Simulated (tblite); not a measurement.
Run report: C6H9FOSi, geometry relaxation (part 2 of 2)

Continued. System: C6H9FOSi. Method: GFN2-xTB geometry optimisation, gas phase (tblite 0.8.0). It belongs to a series of runs on one base structure; here: constitutional isomer.

Geometry of the input (Å):
```
C  4.0622  -0.0774  -0.3684
C  2.6271  0.2720  -0.3229
C  1.4733  0.5417  -0.2615
Si -0.3501  0.9827  -0.1907
O  -1.0095  0.8403  1.3772
C  -1.9625  -0.2455  1.3989
C  -2.6248  -0.3778  0.0166
C  -1.4970  -0.2591  -1.0145
F  -0.8835  -1.4780  -1.1250
H  4.6586  0.8182  -0.5273
H  4.3748  -0.5412  0.5668
H  4.2501  -0.7796  -1.1809
H  -0.6203  2.3497  -0.6735
H  -1.4254  -1.1666  1.6779
H  -2.7070  -0.0249  2.1766
H  -3.1706  -1.3264  -0.0519
H  -3.3385  0.4455  -0.1109
H  -1.8654  0.0326  -2.0049
```

### Trajectory as extended XYZ, continued
```
18
Properties=species:S:1:pos:R:3:forces:R:3 step=38 energy=-760.41739
C     4.0088   -0.0921   -0.3745   -0.0030   0.0020  -0.0020
C     2.6076    0.2506   -0.3164    0.0130   0.0060   0.0120
C     1.4402    0.5453   -0.2511    0.0110   0.0030   0.0000
Si   -0.3274    1.0389   -0.1531    0.0070  -0.0050  -0.0020
O    -0.9887    0.8096    1.3259   -0.0090   0.0110  -0.0010
C    -1.9488   -0.2180    1.3970   -0.0030  -0.0030   0.0120
C    -2.5887   -0.4077    0.0200    0.0030  -0.0080  -0.0100
C    -1.4785   -0.2501   -1.0115    0.0000   0.0070  -0.0060
F    -0.8272   -1.4682   -1.1835   -0.0020   0.0070   0.0020
H     4.6010    0.8080   -0.5403   -0.0030  -0.0080   0.0050
H     4.3154   -0.5513    0.5652    0.0010   0.0010  -0.0160
H     4.1932   -0.7920   -1.1891   -0.0260  -0.0010   0.0080
H    -0.6002    2.4082   -0.5753    0.0030   0.0020  -0.0090
H    -1.4537   -1.1410    1.7150    0.0180  -0.0110   0.0000
H    -2.6850    0.0647    2.1531   -0.0150   0.0060   0.0150
H    -3.0752   -1.3799   -0.0549   -0.0030  -0.0120  -0.0040
H    -3.3280    0.3770   -0.1474    0.0130   0.0020  -0.0050
H    -1.8736    0.0043   -1.9975   -0.0060   0.0010   0.0000
18
Properties=species:S:1:pos:R:3:forces:R:3 step=40 energy=-760.41757
C     4.0069   -0.0930   -0.3754    0.0110  -0.0030  -0.0010
C     2.6075    0.2526   -0.3165   -0.0030   0.0080   0.0150
C     1.4405    0.5478   -0.2491   -0.0010   0.0040   0.0000
Si   -0.3272    1.0402   -0.1517   -0.0110   0.0050  -0.0030
O    -0.9913    0.8123    1.3264   -0.0070   0.0050  -0.0060
C    -1.9492   -0.2175    1.3976   -0.0020   0.0010   0.0040
C    -2.5876   -0.4101    0.0200    0.0120  -0.0060  -0.0100
C    -1.4773   -0.2494   -1.0114    0.0070   0.0110  -0.0030
F    -0.8242   -1.4664   -1.1857   -0.0060   0.0100   0.0030
H     4.6019    0.8043   -0.5413    0.0070   0.0140  -0.0010
H     4.3129   -0.5528    0.5634    0.0070  -0.0090   0.0100
H     4.1891   -0.7937   -1.1889   -0.0220  -0.0150  -0.0140
H    -0.6000    2.4098   -0.5748    0.0050  -0.0050  -0.0060
H    -1.4521   -1.1396    1.7165    0.0080   0.0020   0.0050
H    -2.6879    0.0662    2.1513   -0.0040  -0.0060   0.0170
H    -3.0702   -1.3846   -0.0535   -0.0050   0.0000  -0.0100
H    -3.3290    0.3729   -0.1479    0.0140  -0.0100  -0.0060
H    -1.8715    0.0071   -1.9974   -0.0090  -0.0050   0.0070
18
Properties=species:S:1:pos:R:3:forces:R:3 step=43 energy=-760.41796
C     4.0043   -0.0955   -0.3772    0.0010  -0.0050   0.0060
C     2.6070    0.2581   -0.3139   -0.0060   0.0020   0.0130
C     1.4403    0.5541   -0.2448   -0.0090   0.0040   0.0040
Si   -0.3282    1.0440   -0.1492   -0.0030   0.0120   0.0030
O    -0.9982    0.8190    1.3267   -0.0030  -0.0020  -0.0010
C    -1.9505   -0.2163    1.3993    0.0020   0.0020  -0.0120
C    -2.5836   -0.4162    0.0191    0.0000   0.0060   0.0200
C    -1.4739   -0.2469   -1.0115   -0.0010  -0.0100   0.0090
F    -0.8181   -1.4611   -1.1902    0.0120  -0.0050  -0.0050
H     4.6048    0.7983   -0.5436    0.0040  -0.0020  -0.0110
H     4.3090   -0.5577    0.5609    0.0120  -0.0090   0.0100
H     4.1758   -0.7993   -1.1907   -0.0060   0.0030  -0.0100
H    -0.5986    2.4126   -0.5748   -0.0010   0.0060  -0.0070
H    -1.4478   -1.1354    1.7207   -0.0140   0.0270   0.0120
H    -2.6938    0.0681    2.1499    0.0260  -0.0330  -0.0060
H    -3.0599   -1.3945   -0.0528    0.0050   0.0210  -0.0180
H    -3.3286    0.3626   -0.1502   -0.0060  -0.0110  -0.0090
H    -1.8690    0.0123   -1.9962   -0.0130  -0.0050   0.0020
18
Properties=species:S:1:pos:R:3:forces:R:3 step=46 energy=-760.41846
C     3.9993   -0.1010   -0.3789   -0.0180  -0.0010   0.0070
C     2.6044    0.2645   -0.3089    0.0060  -0.0090   0.0100
C     1.4384    0.5637   -0.2400    0.0070   0.0000   0.0120
Si   -0.3307    1.0527   -0.1453    0.0090   0.0000  -0.0060
O    -1.0073    0.8285    1.3274    0.0080   0.0150   0.0060
C    -1.9518   -0.2133    1.4003    0.0090   0.0030   0.0000
C    -2.5764   -0.4250    0.0191   -0.0080   0.0100  -0.0130
C    -1.4683   -0.2433   -1.0108    0.0020  -0.0050  -0.0020
F    -0.8041   -1.4516   -1.1978    0.0110  -0.0040  -0.0030
H     4.6077    0.7880   -0.5489   -0.0130  -0.0330  -0.0090
H     4.3047   -0.5667    0.5583    0.0050   0.0040  -0.0200
H     4.1564   -0.8073   -1.1944    0.0060   0.0270   0.0170
H    -0.5977    2.4204   -0.5728   -0.0100   0.0180  -0.0080
H    -1.4447   -1.1250    1.7320    0.0090  -0.0100   0.0050
H    -2.6998    0.0679    2.1463    0.0000  -0.0120   0.0040
H    -3.0412   -1.4081   -0.0547    0.0030  -0.0020  -0.0070
H    -3.3303    0.3430   -0.1557   -0.0230   0.0100  -0.0020
H    -1.8674    0.0187   -1.9937   -0.0040  -0.0110   0.0090
18
Properties=species:S:1:pos:R:3:forces:R:3 step=49 energy=-760.41877
C     3.9951   -0.1042   -0.3791    0.0010  -0.0040   0.0000
C     2.6033    0.2683   -0.3038   -0.0100  -0.0080   0.0070
C     1.4380    0.5698   -0.2341   -0.0050   0.0040   0.0140
Si   -0.3314    1.0581   -0.1434   -0.0070   0.0080  -0.0040
O    -1.0126    0.8359    1.3279    0.0000   0.0000  -0.0060
C    -1.9516   -0.2114    1.4007    0.0020  -0.0010   0.0030
C    -2.5731   -0.4289    0.0184    0.0030   0.0010  -0.0030
C    -1.4646   -0.2419   -1.0104    0.0030   0.0090  -0.0030
F    -0.7958   -1.4472   -1.2026    0.0000   0.0070   0.0080
H     4.6091    0.7788   -0.5534   -0.0030   0.0060  -0.0040
H     4.3031   -0.5719    0.5553    0.0070  -0.0060   0.0040
H     4.1446   -0.8095   -1.1956    0.0050  -0.0060  -0.0050
H    -0.5981    2.4258   -0.5741   -0.0090   0.0000  -0.0010
H    -1.4411   -1.1194    1.7378    0.0150  -0.0080  -0.0160
H    -2.7028    0.0648    2.1451   -0.0050   0.0070   0.0040
H    -3.0306   -1.4152   -0.0565    0.0030  -0.0050   0.0030
H    -3.3334    0.3330   -0.1591   -0.0020   0.0040   0.0050
H    -1.8669    0.0212   -1.9913    0.0030  -0.0070  -0.0050
18
Properties=species:S:1:pos:R:3:forces:R:3 step=52 energy=-760.41897
C     3.9940   -0.1050   -0.3783    0.0030  -0.0040  -0.0030
C     2.6024    0.2686   -0.2987   -0.0010  -0.0080   0.0000
C     1.4376    0.5719   -0.2281    0.0020   0.0010   0.0050
Si   -0.3325    1.0600   -0.1442    0.0010   0.0030   0.0080
O    -1.0146    0.8385    1.3270   -0.0080  -0.0050   0.0020
C    -1.9506   -0.2117    1.4008   -0.0030  -0.0030  -0.0110
C    -2.5729   -0.4284    0.0178   -0.0010  -0.0030   0.0170
C    -1.4639   -0.2413   -1.0107   -0.0120  -0.0030   0.0030
F    -0.7951   -1.4467   -1.2020    0.0050   0.0050   0.0120
H     4.6090    0.7769   -0.5555   -0.0110   0.0100   0.0050
H     4.3059   -0.5741    0.5543    0.0020  -0.0020   0.0010
H     4.1409   -0.8091   -1.1964   -0.0020  -0.0120  -0.0030
H    -0.5994    2.4264   -0.5778   -0.0100   0.0040  -0.0010
H    -1.4360   -1.1198    1.7344   -0.0060   0.0190  -0.0150
H    -2.7026    0.0623    2.1464    0.0200  -0.0070  -0.0110
H    -3.0300   -1.4154   -0.0572    0.0060   0.0100   0.0020
H    -3.3337    0.3340   -0.1586    0.0130  -0.0120   0.0060
H    -1.8672    0.0192   -1.9915    0.0030   0.0040  -0.0160
18
Properties=species:S:1:pos:R:3:forces:R:3 step=55 energy=-760.41926
C     3.9892   -0.1108   -0.3791   -0.0060  -0.0010  -0.0030
C     2.5982    0.2669   -0.2925    0.0070  -0.0030  -0.0060
C     1.4358    0.5794   -0.2184    0.0100  -0.0040  -0.0060
Si   -0.3351    1.0690   -0.1424    0.0080  -0.0080   0.0020
O    -1.0206    0.8456    1.3266    0.0000   0.0170   0.0050
C    -1.9500   -0.2099    1.4003    0.0080   0.0060  -0.0100
C    -2.5685   -0.4329    0.0176    0.0000   0.0000  -0.0140
C    -1.4609   -0.2370   -1.0111    0.0000  -0.0020  -0.0010
F    -0.7838   -1.4379   -1.2021    0.0050   0.0010   0.0090
H     4.6055    0.7700   -0.5601   -0.0200   0.0000   0.0110
H     4.3062   -0.5814    0.5515   -0.0080   0.0070  -0.0100
H     4.1308   -0.8150   -1.1988   -0.0120  -0.0020   0.0100
H    -0.6052    2.4344   -0.5777   -0.0040  -0.0010   0.0020
H    -1.4294   -1.1134    1.7348   -0.0040   0.0000   0.0000
H    -2.7042    0.0617    2.1440    0.0110  -0.0140  -0.0010
H    -3.0155   -1.4241   -0.0578   -0.0030  -0.0020   0.0040
H    -3.3362    0.3215   -0.1600    0.0010   0.0010   0.0010
H    -1.8650    0.0202   -1.9931    0.0060   0.0060   0.0060
18
Properties=species:S:1:pos:R:3:forces:R:3 step=58 energy=-760.41941
C     3.9855   -0.1144   -0.3802   -0.0030  -0.0010   0.0020
C     2.5964    0.2666   -0.2903   -0.0090   0.0000  -0.0040
C     1.4356    0.5838   -0.2136   -0.0110  -0.0010  -0.0090
Si   -0.3355    1.0737   -0.1407   -0.0010   0.0040  -0.0030
O    -1.0246    0.8520    1.3269   -0.0010   0.0040  -0.0070
C    -1.9490   -0.2080    1.3991    0.0050   0.0000   0.0060
C    -2.5654   -0.4362    0.0164    0.0030   0.0050   0.0020
C    -1.4583   -0.2346   -1.0112    0.0130   0.0030   0.0020
F    -0.7762   -1.4326   -1.2020    0.0040  -0.0040   0.0010
H     4.6018    0.7657   -0.5616   -0.0030   0.0060  -0.0010
H     4.3042   -0.5852    0.5490   -0.0040  -0.0030   0.0090
H     4.1224   -0.8195   -1.1994   -0.0030  -0.0040  -0.0030
H    -0.6084    2.4387   -0.5769    0.0020  -0.0090   0.0030
H    -1.4261   -1.1090    1.7358    0.0110  -0.0060  -0.0020
H    -2.7045    0.0600    2.1421   -0.0050  -0.0060   0.0060
H    -3.0063   -1.4302   -0.0573   -0.0010   0.0000   0.0000
H    -3.3378    0.3130   -0.1613   -0.0060   0.0080  -0.0060
H    -1.8624    0.0225   -1.9932    0.0070   0.0020   0.0040
18
Properties=species:S:1:pos:R:3:forces:R:3 step=61 energy=-760.41952
C     3.9844   -0.1150   -0.3795   -0.0030   0.0000   0.0020
C     2.5953    0.2655   -0.2884   -0.0040  -0.0020  -0.0020
C     1.4348    0.5839   -0.2120   -0.0040  -0.0030  -0.0100
Si   -0.3356    1.0741   -0.1414   -0.0060   0.0020   0.0040
O    -1.0259    0.8547    1.3259   -0.0060  -0.0070   0.0050
C    -1.9471   -0.2081    1.3984   -0.0070  -0.0050   0.0020
C    -2.5654   -0.4345    0.0160    0.0000   0.0000   0.0080
C    -1.4572   -0.2345   -1.0111   -0.0040  -0.0060   0.0050
F    -0.7754   -1.4333   -1.1991    0.0020  -0.0010  -0.0020
H     4.5985    0.7668   -0.5613    0.0010  -0.0060  -0.0040
H     4.3054   -0.5857    0.5491   -0.0080   0.0010   0.0030
H     4.1195   -0.8200   -1.1993    0.0040   0.0040   0.0020
H    -0.6099    2.4373   -0.5791    0.0010   0.0100  -0.0030
H    -1.4218   -1.1097    1.7315    0.0100   0.0090  -0.0060
H    -2.7022    0.0555    2.1435    0.0010  -0.0020   0.0030
H    -3.0078   -1.4283   -0.0572    0.0030   0.0100  -0.0030
H    -3.3374    0.3160   -0.1611    0.0110  -0.0030  -0.0030
H    -1.8609    0.0216   -1.9933    0.0090  -0.0010  -0.0030
18
Properties=species:S:1:pos:R:3:forces:R:3 step=63 energy=-760.41962
C     3.9818   -0.1168   -0.3793   -0.0040   0.0010  -0.0010
C     2.5928    0.2643   -0.2876    0.0030  -0.0020   0.0000
C     1.4329    0.5852   -0.2118    0.0050  -0.0040  -0.0070
Si   -0.3367    1.0768   -0.1408   -0.0060  -0.0020   0.0060
O    -1.0285    0.8578    1.3257   -0.0020   0.0020   0.0140
C    -1.9462   -0.2079    1.3985   -0.0040   0.0000  -0.0040
C    -2.5639   -0.4346    0.0162    0.0000  -0.0070  -0.0100
C    -1.4550   -0.2339   -1.0104   -0.0100  -0.0050   0.0000
F    -0.7713   -1.4318   -1.1978   -0.0040   0.0030   0.0010
H     4.5955    0.7654   -0.5623   -0.0010  -0.0140  -0.0010
H     4.3038   -0.5875    0.5493   -0.0120   0.0060  -0.0060
H     4.1157   -0.8219   -1.1995    0.0050   0.0070   0.0080
H    -0.6116    2.4390   -0.5794    0.0010   0.0180  -0.0040
H    -1.4168   -1.1077    1.7298    0.0030   0.0060  -0.0030
H    -2.7019    0.0525    2.1443    0.0040  -0.0020   0.0040
H    -3.0043   -1.4289   -0.0574   -0.0030   0.0000  -0.0030
H    -3.3375    0.3141   -0.1625    0.0180  -0.0020   0.0040
H    -1.8575    0.0223   -1.9932    0.0050  -0.0060   0.0010
18
Properties=species:S:1:pos:R:3:forces:R:3 step=66 energy=-760.41975
C     3.9759   -0.1209   -0.3801   -0.0010   0.0000  -0.0020
C     2.5884    0.2638   -0.2868   -0.0020   0.0040  -0.0020
C     1.4300    0.5894   -0.2109   -0.0050   0.0020   0.0020
Si   -0.3392    1.0832   -0.1380   -0.0010   0.0080   0.0010
O    -1.0344    0.8650    1.3272    0.0000   0.0090   0.0000
C    -1.9456   -0.2065    1.3987    0.0070   0.0020  -0.0010
C    -2.5595   -0.4382    0.0154    0.0020  -0.0050  -0.0030
C    -1.4507   -0.2319   -1.0093    0.0040   0.0040  -0.0030
F    -0.7619   -1.4265   -1.1981    0.0000   0.0000   0.0040
H     4.5915    0.7590   -0.5651    0.0070  -0.0010   0.0010
H     4.2976   -0.5915    0.5483   -0.0060   0.0010   0.0030
H     4.1071   -0.8264   -1.1998    0.0050  -0.0050  -0.0010
H    -0.6140    2.4456   -0.5782    0.0020   0.0020   0.0030
H    -1.4092   -1.1018    1.7302   -0.0030  -0.0050   0.0020
H    -2.7031    0.0491    2.1443    0.0020  -0.0060  -0.0020
H    -2.9937   -1.4349   -0.0579   -0.0080  -0.0120  -0.0020
H    -3.3368    0.3053   -0.1657    0.0050   0.0090   0.0050
H    -1.8512    0.0247   -1.9926   -0.0070  -0.0070  -0.0030
18
Properties=species:S:1:pos:R:3:forces:R:3 step=69 energy=-760.41983
C     3.9746   -0.1210   -0.3798    0.0010   0.0000   0.0000
C     2.5870    0.2634   -0.2864   -0.0010   0.0050  -0.0090
C     1.4284    0.5889   -0.2114    0.0000   0.0040   0.0040
Si   -0.3402    1.0847   -0.1378    0.0020   0.0010  -0.0060
O    -1.0357    0.8672    1.3275   -0.0050  -0.0040  -0.0110
C    -1.9440   -0.2071    1.3981    0.0000  -0.0060   0.0020
C    -2.5593   -0.4379    0.0151    0.0000   0.0040   0.0090
C    -1.4503   -0.2322   -1.0093    0.0010  -0.0020   0.0000
F    -0.7617   -1.4273   -1.1955    0.0080   0.0000   0.0020
H     4.5905    0.7587   -0.5649    0.0040   0.0020   0.0020
H     4.2959   -0.5910    0.5490   -0.0040  -0.0010   0.0040
H     4.1070   -0.8267   -1.1991    0.0000  -0.0060   0.0000
H    -0.6143    2.4468   -0.5794    0.0010   0.0010   0.0050
H    -1.4058   -1.1023    1.7269    0.0030  -0.0020   0.0020
H    -2.7008    0.0449    2.1455   -0.0010  -0.0030  -0.0030
H    -2.9964   -1.4340   -0.0585    0.0020   0.0100  -0.0010
H    -3.3336    0.3091   -0.1648   -0.0030   0.0000   0.0030
H    -1.8502    0.0222   -1.9934   -0.0070  -0.0030  -0.0020
18
Properties=species:S:1:pos:R:3:forces:R:3 step=72 energy=-760.41991
C     3.9728   -0.1219   -0.3798    0.0000   0.0000   0.0000
C     2.5849    0.2635   -0.2882    0.0070   0.0020  -0.0060
C     1.4267    0.5899   -0.2113    0.0130   0.0030   0.0000
Si   -0.3414    1.0872   -0.1384   -0.0030  -0.0110  -0.0050
O    -1.0382    0.8697    1.3262    0.0020  -0.0050   0.0020
C    -1.9422   -0.2082    1.3977   -0.0030   0.0000  -0.0030
C    -2.5585   -0.4375    0.0155    0.0000   0.0010  -0.0120
C    -1.4492   -0.2322   -1.0093   -0.0080  -0.0030  -0.0010
F    -0.7586   -1.4269   -1.1924    0.0020   0.0080   0.0010
H     4.5896    0.7576   -0.5646   -0.0030  -0.0080   0.0020
H     4.2925   -0.5911    0.5503   -0.0060   0.0030  -0.0050
H     4.1067   -0.8289   -1.1984   -0.0050   0.0040   0.0090
H    -0.6150    2.4491   -0.5792   -0.0010   0.0060   0.0020
H    -1.4013   -1.1025    1.7246    0.0070   0.0020  -0.0020
H    -2.6991    0.0400    2.1461   -0.0020   0.0020   0.0040
H    -2.9973   -1.4326   -0.0593    0.0010   0.0080   0.0010
H    -3.3314    0.3115   -0.1637    0.0010  -0.0050   0.0040
H    -1.8497    0.0195   -1.9942    0.0000  -0.0060   0.0070
18
Properties=species:S:1:pos:R:3:forces:R:3 step=75 energy=-760.41997
C     3.9695   -0.1243   -0.3807    0.0000   0.0000   0.0020
C     2.5831    0.2653   -0.2901    0.0000   0.0010   0.0020
C     1.4258    0.5941   -0.2093    0.0000   0.0060  -0.0040
Si   -0.3428    1.0910   -0.1381    0.0010   0.0000   0.0010
O    -1.0422    0.8736    1.3255    0.0080  -0.0020   0.0030
C    -1.9415   -0.2080    1.3976    0.0010   0.0030   0.0000
C    -2.5557   -0.4398    0.0149   -0.0030  -0.0010   0.0000
C    -1.4470   -0.2310   -1.0093   -0.0010   0.0020   0.0000
F    -0.7515   -1.4228   -1.1922    0.0000   0.0020   0.0010
H     4.5891    0.7528   -0.5657    0.0030  -0.0010  -0.0020
H     4.2865   -0.5933    0.5501   -0.0020  -0.0010   0.0040
H     4.1015   -0.8329   -1.1978   -0.0030   0.0000   0.0000
H    -0.6158    2.4542   -0.5767   -0.0020  -0.0040   0.0020
H    -1.3968   -1.0996    1.7259    0.0020   0.0030  -0.0040
H    -2.7001    0.0379    2.1452    0.0010  -0.0010   0.0010
H    -2.9913   -1.4360   -0.0598   -0.0030  -0.0050   0.0000
H    -3.3310    0.3063   -0.1640   -0.0040   0.0000  -0.0010
H    -1.8486    0.0189   -1.9939   -0.0010  -0.0020  -0.0020
```

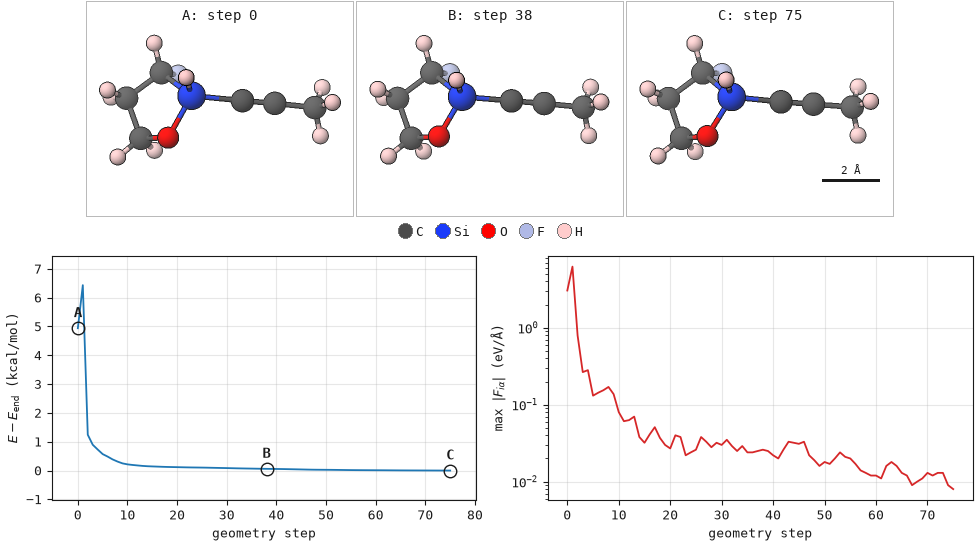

*Frames of the relaxation (ball-and-stick view, seen at a tilt) above the curves, on which the letters mark them (steps are counted from 0).*

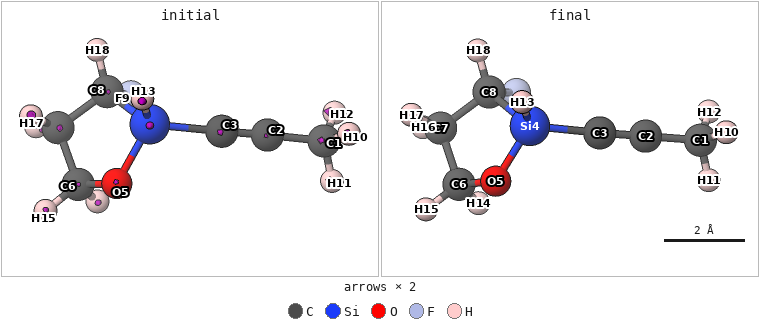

*Before (left) and after (right) the relaxation, at one scale (ball-and-stick view, seen at a tilt). The pink arrows give the displacements, magnified 2 times.*

The energy falls by 4.94 kcal/mol in 75 geometry steps. Largest force component: 3 eV/Å at the start, 0.008 eV/Å at the end. The atom that moves furthest after the best rigid fit is H16 (0.21 Å). By element the largest moves are H 0.21 Å, F 0.16 Å, Si 0.12 Å, C 0.10 Å, O 0.07 Å. Among the contacts that change: Si4–O5 1.707 → 1.637 Å, Si4–C8 1.880 → 1.930 Å, C3–Si4 1.877 → 1.838 Å, O5–C6 1.445 → 1.408 Å. Among the angles that change: Si4–O5–C6 109.3° → 114.9°, C3–Si4–C8 114.9° → 110.3°, F9–C8–H18 108.3° → 105.1°. (Atoms are counted from 1 in the order of the input.)
